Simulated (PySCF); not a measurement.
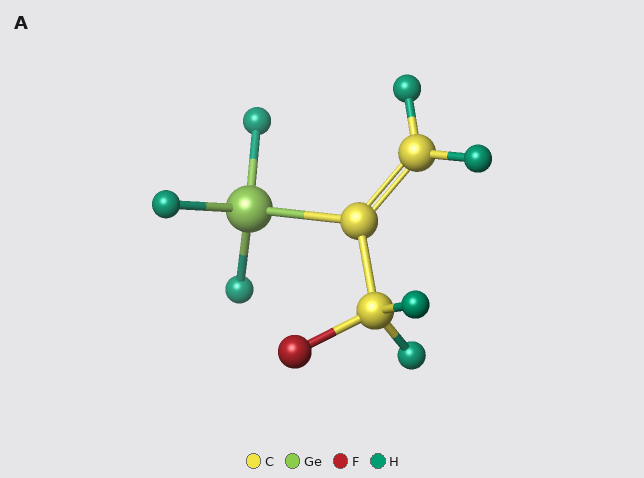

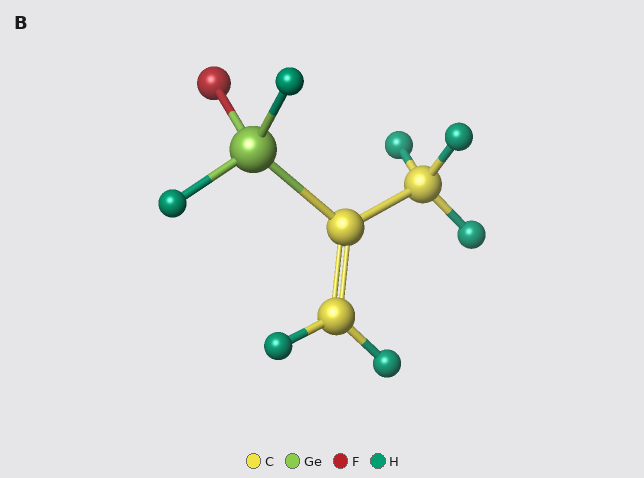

2 stationary structures of one formula. Geometries: PBE0-D3(BJ)/def2-SVP. Electronic energies: PBE0-D3(BJ)/def2-SVP (PySCF 2.14.0), without zero-point energy. No frequency run is at hand to confirm each as a minimum. Each is one conformer, not always the lowest.

> How are they related?

They are constitutional isomers of C3H7FGe: A `C=[C]([GeH3])CF`, B `C=[C](C)[GeH2][F]`.

> Rank them by energy, lowest first.

B is lowest; A lies 1.350 eV above it.
